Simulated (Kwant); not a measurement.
Model system: wire with one Gaussian impurity in a Si two-dimensional gas. Effective mass 0.19 mₑ, grid spacing 3.3 nm, hard walls, nominal width 100 nm (31 grid rows, so walls 105.6 nm apart), one parabolic valley, scattering region 300 nm long along x; energies count from the band bottom; Fermi energy swept from 0.00015833 to 0.0033645 eV. Impurity U exp(−r²/2σ²), U = 0.033 eV, σ = 4.1 nm, 0 nm off the axis.

The device is made up for the run: typed textbook-type constants, with dimensions and the other settings drawn at random.

Computed with Kwant: effective-mass tight-binding model on a square grid, one spin, coherent transport at 0 K. Conductance is in e²/h.

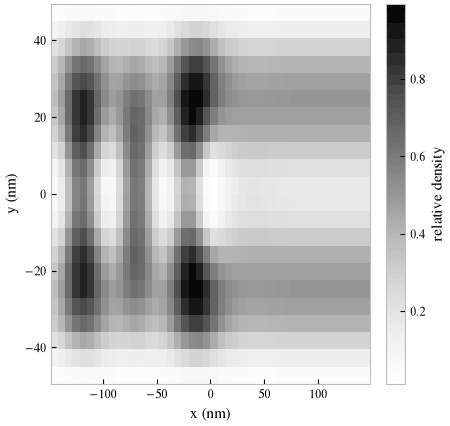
Figure. Density of the scattering states that come in from the left lead, at energy = 0.0009666 eV, in bins, relative to the largest site value

The conductance there is 1.65 e²/h with 2 open channel(s) in the leads.
